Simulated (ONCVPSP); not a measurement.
# Pseudopotential generation, with input and output: Hg

System: mercury (Hg, Z = 80), core [Xe] 4f14, reference valence 5d10 6s1 (an ion of charge +1), valence charge 12.
Method: ONCV potential, PBEsol, scalar-relativistic, made with ONCVPSP 4.0.1.

## The input
```
# ATOM AND REFERENCE CONFIGURATION
# atsym  z   nc   nv     iexc    psfile
  Hg 80.00   12    2  -116133      upf
#
#   n    l    f
    1    0    2.00
    2    0    2.00
    2    1    6.00
    3    0    2.00
    3    1    6.00
    3    2   10.00
    4    0    2.00
    4    1    6.00
    4    2   10.00
    4    3   14.00
    5    0    2.00
    5    1    6.00
    5    2   10.00
    6    0    1.00
#
# PSEUDOPOTENTIAL AND OPTIMIZATION
# lmax
    2
#
#   l,   rc,      ep,       ncon, nbas, qcut
    0    1.75    0.00    4    8    3.40
    1    1.75    0.40    4    7    4.80
    2    1.40    0.00    4    7    7.10
#
# LOCAL POTENTIAL
# lloc, lpopt,  rc(5),   dvloc0
    4    5    1.20    4.00
#
# VANDERBILT-KLEINMAN-BYLANDER PROJECTORs
# l, nproj, debl
    0    2    0.70
    1    1    3.40
    2    2    3.30
#
# MODEL CORE CHARGE
# icmod, fcfact, rcfact
    1    0.15    0.00
#
# LOG DERIVATIVE ANALYSIS
# epsh1, epsh2, depsh
   -2.00    5.00    0.02
#
# OUTPUT GRID
# rlmax, drl
    6.00    0.01
#
# TEST CONFIGURATIONS
# ncnf
    4
# nvcnf
#   n    l    f
    2
    5    2   10.00
    6    0    2.00
#
    2
    5    2   10.00
    6    0    0.00
#
    2
    5    2    9.00
    6    0    0.00
#
    3
    5    2   10.00
    6    0    0.00
    6    1    1.00
#
```

Hardware: 1 CPU thread, shared host.

Launched with:
```bash
oncvpsp.x < Hg.dat > Hg.out
```

## Log (extracts)
```
ONCVPSP  (Optimized Norm-Conservinng Vanderbilt PSeudopotential)
scalar-relativistic version 4.0.1

#   n    l    f        energy (Ha)
    1    0    2.00    -3.0563762E+03
    2    0    2.00    -5.4196677E+02
    2    1    6.00    -4.6737381E+02
    3    0    2.00    -1.2885686E+02
    3    1    6.00    -1.0731155E+02
    3    2   10.00    -8.4656161E+01
    4    0    2.00    -2.8578687E+01
    4    1    6.00    -2.1515956E+01
    4    2   10.00    -1.3143329E+01
    4    3   14.00    -3.8592460E+00
    5    0    2.00    -4.6795374E+00
    5    1    6.00    -2.7802474E+00
    5    2   10.00    -6.9367950E-01
    6    0    1.00    -5.4249406E-01

Reference configufation results
  iterations    23
  all-electron total energy (Ha)   -1.96169524D+04

Begin loop to  construct optimized pseudo wave functions
and semi-local pseudopoentials for all angular momenta

   Wellstate for l =  0  n =  7
     eigenvalue =   0.1575
     asymptotic potential =   0.6575
     half-point radius =  5.2730

Calculating optimized projector #   1

 for l=   0

    Fraction of norm inside rc  0.176129
    Optimizing pswf for qcut=   3.39 a_B^-1,  ecut=   5.75 Ha

optimize: ERROR ps0norm > uunorm, code will stop
```

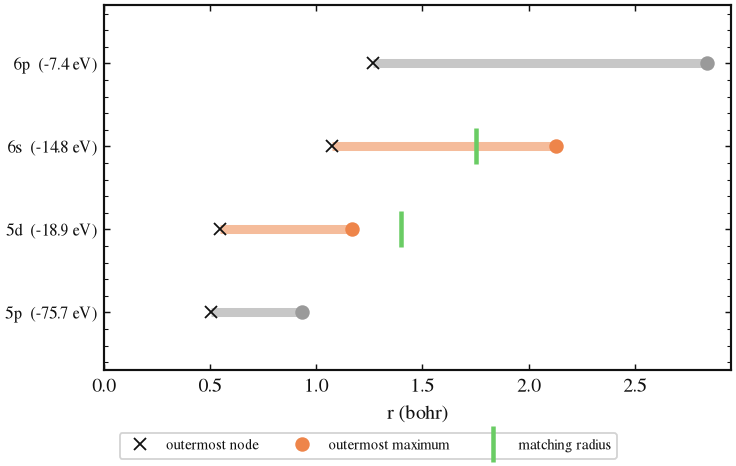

Figure 1. Outer shells of the all-electron reference atom: each bar runs from the outermost node (or the nucleus) to the outermost maximum of u(r); the tick is the radius chosen for the pseudo-wave. Shells without a tick have no pseudo-wave of their own. Levels, nodes and maxima are from ld1.x, scalar-relativistic.

- Radii against the shells: 5d: 1.40 bohr, outside the maximum; 6s: 1.75 bohr, between node and maximum.

## Outcome

| quantity | value |
| --- | --- |
| outcome | ended with an error |

## Diagnosis

The generator stopped with the message “optimize: ERROR ps0norm > uunorm, code will stop”. In words: the continuity conditions at rc already need more norm inside rc than the all-electron wave has, so norm conservation cannot be met. It was at work on the s channel when it stopped.
